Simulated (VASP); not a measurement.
Band structure of TiTe (relaxed from the CsCl type structure, space group Pm-3m). Calculation: PBEsol GGA, VASP's PBE PAW potentials (set 64) (plane waves; VASP).

Unless said otherwise, spin-orbit coupling is left out, though it shifts the bands of the heavy elements here.

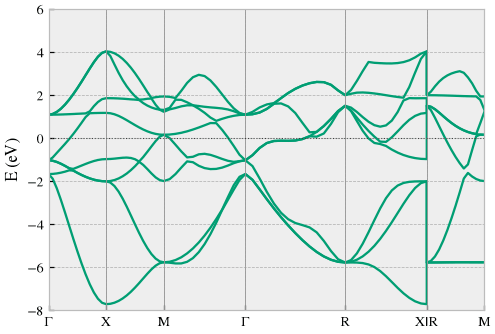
Fig. 1. Bands along high-symmetry lines, zero at the valence-band maximum or, without a gap, the Fermi level

### Question
Read the plot: is there a gap, and where are the band edges?

### Answer
It has no gap at this level: it comes out as a metal or semimetal. (Edges off the drawn lines would not show.)

The structure was generated: TiTe was put into the CsCl type type (Pm-3m), which need not be its known phase. It was relaxed first, which changed the volume by -34 %.
